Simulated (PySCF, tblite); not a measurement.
# C2H9FN2Si2: geometry, infrared bands and NMR shifts

Aim: predict the infrared bands and NMR shifts of C2H9FN2Si2 (`N[Si@@]1(F)CCN[SiH2]1`).

The runs use tblite 0.8.0 and PySCF 2.14.0, with density-fitted response routines of our own; the level of theory stands in each step. All values are computed, except where a source is named. Atoms are numbered from 0 throughout.

**1. The molecule as given**

16 atoms, charge 0, multiplicity 1; geometry from: force field or distance geometry start.

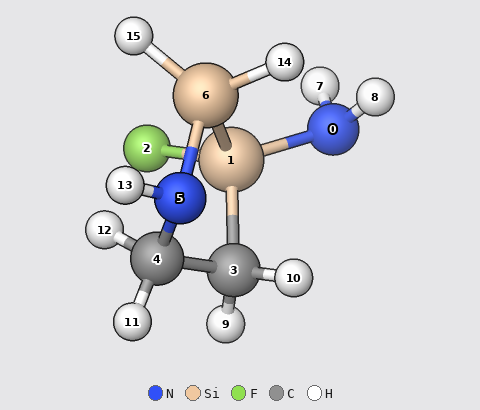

The starting geometry (nitrogen blue, silicon light orange, fluorine green, carbon grey, hydrogen white), atoms numbered.

**2. Optimising the geometry with GFN2-xTB**

What the job is given:

```
{"job": {"kind": "relax", "xc": "GFN2-xTB", "basis": "xTB"}, "charge": 0, "multiplicity": 1}
N      2.488500    -0.760400     0.242200
Si     0.931800    -0.346700    -0.506700
F      0.946300    -0.381400    -2.168200
C     -0.516300    -1.306000     0.215600
C     -1.631700    -0.359700    -0.164800
N     -1.537700     0.829400     0.629100
Si     0.068000     1.587200     0.267900
H      3.238300    -0.570100    -0.468700
H      2.741800    -0.207000     1.078700
H     -0.622600    -2.311000    -0.213400
H     -0.464500    -1.328800     1.338500
H     -2.612000    -0.858700    -0.136100
H     -1.438300    -0.105800    -1.234400
H     -2.247400     1.523800     0.295300
H      0.645100     1.993100     1.543300
H      0.003100     2.611000    -0.729700
```

Command:

```console
> OMP_NUM_THREADS=1 python probes_run.py task.json out
```

The driver reads the jobs from task.json and runs them one after another.

**Question.** This job is followed by: GFN2-xTB harmonic vibrations, gas phase; GIAO PBE0/pcSseg-1 NMR shielding, non-relativistic, gas phase. What will the session give for the following? strongest single infrared mode (GFN2-xTB); zero-point energy (GFN2-xTB); 13C shifts against TMS (PBE0/pcSseg-1); 1H shifts against TMS (PBE0/pcSseg-1, means over atoms taken as alike); 15N shifts against NH3 (PBE0/pcSseg-1); 29Si shifts against TMS (PBE0/pcSseg-1); 19F shifts against CFCl3 (PBE0/pcSseg-1); surface potential, least and greatest.

As calculated:

| quantity | value |
| --- | --- |
| strongest single infrared mode (GFN2-xTB) | 2123 cm⁻¹, 440 km/mol |
| zero-point energy (GFN2-xTB) | 73.0 kcal/mol |
| 13C shifts against TMS (PBE0/pcSseg-1) | 43.5, 24.1 ppm |
| 1H shifts against TMS (PBE0/pcSseg-1, means over atoms taken as alike) | 4.51, 4.39, 3.41, 3.19, 1.06, 0.74, 0.50, 0.35 ppm |
| 15N shifts against NH3 (PBE0/pcSseg-1) | 30.5, 21.6 ppm |
| 29Si shifts against TMS (PBE0/pcSseg-1) | 43.2, -80.8 ppm |
| 19F shifts against CFCl3 (PBE0/pcSseg-1) | -190.1 ppm |
| surface potential, least and greatest | -1.27 V and 1.60 V |

In words: The optimisation took 85 steps and gained 0.990 eV; among the close pairs (by a distance rule), N5–Si6 changed most, from 1.812 to 1.724 Å. All 42 modes are real, so the xTB geometry is a minimum. The strongest single mode, at 2123 cm⁻¹, moves mainly H15. GFN2-xTB is a fitted tight-binding method: band positions and strengths are rough. Its intensities can rank the bands wrongly. C4 (sp3 CH2 bonded to N) lies farthest downfield among carbon, at 43.5 ppm; pulled downfield by the heteroatom. At PBE0/pcSseg-1: Shielding is most anisotropic at Si6 (span 127 ppm, paramagnetic term -451 ppm).
